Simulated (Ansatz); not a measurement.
One crystal and one scan (frozen-phonon scan) at two levels, PBE (plane waves to 420 eV, PAW, scalar-relativistic; Ansatz, a quantum-chemistry and plane-wave program) and r2SCAN (plane waves to 500 eV, PAW, scalar-relativistic; Ansatz), each from its own relaxed cell and on its own mesh. The cell shown is that of PBE.

Relaxed NaCl (rock salt):

```yaml
crystal:
  lattice:
    - [0.00000, 5.69553, 5.69553]
    - [2.84776, 0.00000, 2.84776]
    - [2.84776, 2.84776, 0.00000]
  atoms:
    - { symbol: Cl, position: [0.00000, 0.00000, 0.00000] }
    - { symbol: Cl, position: [0.50000, 0.00000, 0.00000] }
    - { symbol: Na, position: [0.25000, 0.50000, 0.50000] }
    - { symbol: Na, position: [0.75000, 0.50000, 0.50000] }
```

A phonon eigenvector at L = (0.5, 0.0, 0.0) is frozen into this cell: atom i moves by Q times the vector below, so Q is the largest atomic displacement, in Å. The cell is held. It is one choice among 2 degenerate patterns. (q is in reciprocal vectors of the primitive cell; the cell shown is doubled to hold the pattern.)

```
atom       x       y       z
----  ------  ------  ------
Na3    0.285  -0.520   0.805
Na4   -0.285   0.520  -0.805
```

Atoms not listed stay in place.

NaCl was relaxed with its symmetry unable to fall. Percentages come from the unrounded values.

| quantity | PBE | r2SCAN | PBE − r2SCAN |
|---|---|---|---|
| Lattice constant a (Å) | 5.696 | 5.608 | +0.088 (+1.6 %) |
| Harmonic wavenumber from the curvature (finite differences) (cm⁻¹ (negative: imaginary)) | 126 | 142 | -16 (-11 %) |

PBE gives the higher value for: lattice constant a. PBE gives the lower value for: harmonic wavenumber from the curvature. Both give the same shape of the curve: a single well with its minimum at or next to zero displacement.

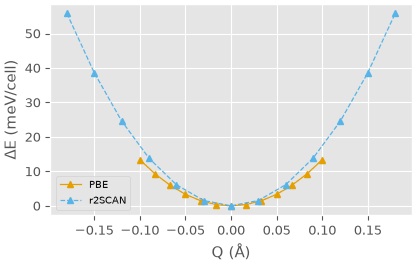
ΔE, each from the undisplaced structure of its own level.

(A displaced cell: forces are minus the slopes of the energy, force constants its curvatures, and phonons follow from these.)
